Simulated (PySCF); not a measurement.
# S2O (Disulfur monoxide): SVWN5/STO-3G

What is the vertical ionisation energy of S2O (Disulfur monoxide) at SVWN5/STO-3G? The job is set up through a Python script.

Program for the calculation: PySCF 2.14.0.

17 further runs of the same task are left out: 8 that didn't finish, 9 set aside as unsound or not needed.

### Step 1. The structure to begin with

The species is S2O (3 atoms), meant as a singlet with charge 0. As SMILES, `O=S=S`. The shape is that of a GFN2-xTB optimisation.

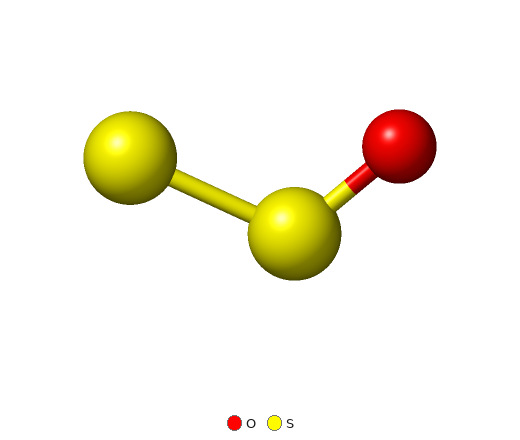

Viewed from a chosen angle; oxygen red, sulfur yellow.

### Step 2. The energy at SVWN5/STO-3G

Contents of job.py:

```python
from pyscf import gto, dft

molecule = gto.M(
    atom='O 0.431370 1.195520 0.483120; S 0.559470 -0.210460 0.159300; S -0.990830 -0.985060 -0.642420',
    max_memory=1860,
    basis='sto-3g',
    verbose=3,
)

mf = dft.RKS(molecule, xc='svwn')
mf.grids.level = 5
mf.conv_tol = 1e-10
mf.kernel()
if not mf.converged:
    mf = mf.newton().run(mf.mo_coeff, mf.mo_occ)

e_final = mf.e_tot
print('E(%s) = %.9f' % ('SVWN5', e_final))
```

The run is started by

```
OMP_NUM_THREADS=1 python job.py
```

What it wrote:

```text
converged SCF energy = -858.289151537773
E(SVWN5) = -858.289151538
```

Wall time 1.6 s (1 thread of Arm Neoverse V2, shared host); peak memory 0.14 GiB.

### Step 3. The doublet cation

Contents of input.py:

```python
from pyscf import gto, dft

molecule = gto.M(
    atom=[
    ('O', (0.431370, 1.195520, 0.483120)),
    ('S', (0.559470, -0.210460, 0.159300)),
    ('S', (-0.990830, -0.985060, -0.642420)),
],
    charge=1,
    spin=1,
    basis='sto-3g',
    max_memory=1860,
    verbose=3,
)

mf = dft.UKS(molecule, xc='svwn')
mf.grids.level = 5
mf.conv_tol = 1e-10
mf.kernel()
if not mf.converged:
    mf = mf.newton().run(mf.mo_coeff, mf.mo_occ)

e_final = mf.e_tot
print('E = %.10f Eh' % e_final)
```

The run is started by

```
OMP_NUM_THREADS=1 python input.py
```

What it wrote:

```text
converged SCF energy = -858.051324874407  <S^2> = 0.75766254  2S+1 = 2.0076479
E = -858.0513248744 Eh
```

It took 2.6 s on 1 thread of Arm Neoverse V2, shared host; peak memory 0.14 GiB.

### Step 4. What came out

Level: SVWN5/STO-3G.

```
                                          quantity          value
                         singlet S2O: total energy  -858.28915 Eh
                        singlet S2O: dipole moment         1.13 D
                          singlet S2O: HOMO energy       -1.64 eV
                          singlet S2O: LUMO energy       -0.36 eV
                        singlet S2O: HOMO–LUMO gap        1.28 eV
                      doublet cation: total energy  -858.05132 Eh
doublet cation: HOMO energy (highest over α and β)      -11.70 eV
 doublet cation: LUMO energy (lowest over α and β)      -11.21 eV
                              doublet cation: ⟨S²⟩          0.758
vertical ionisation energy (to the doublet cation)       6.472 eV
```

**Reading.** Removing an electron at fixed nuclei costs 6.47 eV (624 kJ/mol). The negative HOMO energy of the first species, 1.64 eV, lies 4.83 eV below that difference. In a minimal basis such a difference can be off by several eV, whatever the method.
